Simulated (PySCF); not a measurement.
CH6FO2Si2 (doublet)

```yaml
atoms:
  - { symbol: C, position_ang: [0.8138, 0.3391, -0.4433] }
  - { symbol: Si, position_ang: [-0.3459, -0.7704, -1.7339] }
  - { symbol: O, position_ang: [0.7996, -0.2288, 0.7920] }
  - { symbol: Si, position_ang: [-0.2336, 0.4086, 1.9909] }
  - { symbol: F, position_ang: [2.0771, 0.2323, -0.9420] }
  - { symbol: O, position_ang: [0.1658, 1.3991, -0.6811] }
  - { symbol: H, position_ang: [-1.7200, -0.7695, -1.1708] }
  - { symbol: H, position_ang: [-0.2637, -0.1541, -3.0803] }
  - { symbol: H, position_ang: [0.2511, -2.1382, -1.7153] }
  - { symbol: H, position_ang: [-1.6529, 0.2947, 1.5552] }
  - { symbol: H, position_ang: [0.0230, -0.4633, 3.1653] }
  - { symbol: H, position_ang: [0.1242, 1.8229, 2.2800] }
```

Geometry: PBE0-D3(BJ)/def2-SVP.

The calculation used UKS B3LYP, IGLO-III on C F O Si, pcH-1 on H, non-relativistic, mean-field spin-orbit, GIAO (PySCF 2.14.0, density-fitted response routines).

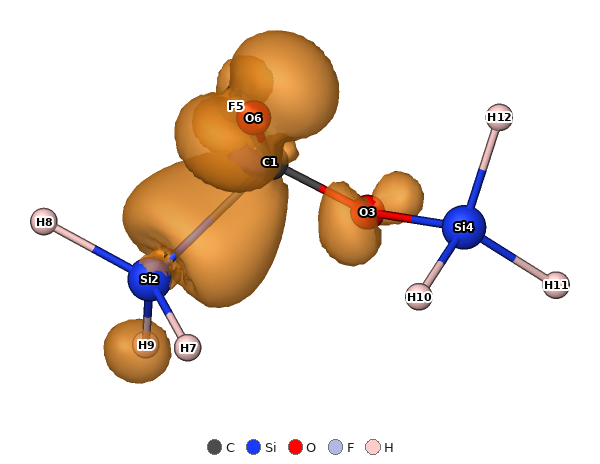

Figure 1. Isosurfaces of the spin density (α minus β) at +0.03 (orange) and −0.03 e/Å³ (purple), seen at a tilt.

Question: Which atoms carry the spin?

Answer: The unpaired spin (1 electron) lies mostly on O6 (about 0.4), Si2 (about 0.2) and C1 (about 0.2), in electrons by Hirshfeld's partition.

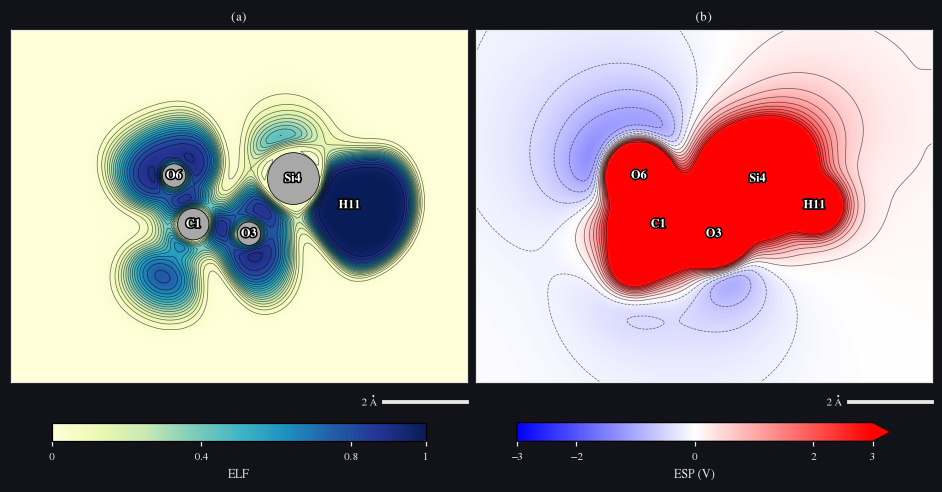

Figure 2. (a) electron localisation function; (b) molecular electrostatic potential on the plane of atoms O3, Si4 and H11. Grey discs cover the atomic cores in the ELF map.

Question: Describe what can be read from this map.

Answer:
- The section cuts through C, O, Si and H sites.
- C–O (1.26 Å): the ELF peaks at about 0.90 between the atoms; a short, strongly polar bond.
- Si–O (1.71 Å): the ELF peaks at about 0.90 between the atoms; a polar covalent bond.
- Si–H (1.49 Å): the ELF climbs to about 1 towards the hydrogen, as it does in any bond to H.
- C–O (1.36 Å): the ELF peaks at about 0.90 between the atoms; a shared but strongly polarised pair.
- The ELF also peaks beside O3 and O6, away from the bonds: non-bonding electrons, paired or unpaired.
- Outside the dense part of the molecule the potential is most negative (−1.3 V) near O6.

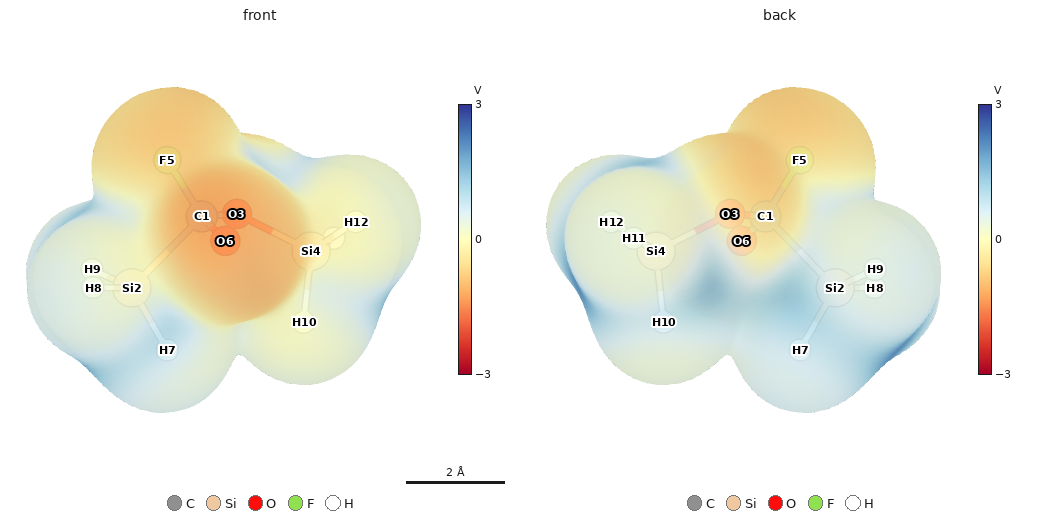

Figure 3. The molecular electrostatic potential painted on the density surface at 0.002 e/bohr³, seen from the front and from behind; red is negative and blue positive.

Question: Which sites attract a positive test charge, and which a negative one?

Answer: A positive charge is drawn to the negative regions and a negative charge to the positive ones. The most negative region (about −1.3 V, or −30 kcal/mol for a unit charge) lies over O6, the most positive (about +2.0 V, or +46 kcal/mol for a unit charge) over Si2 and Si4. O6 is the likeliest acceptor of a hydrogen bond.
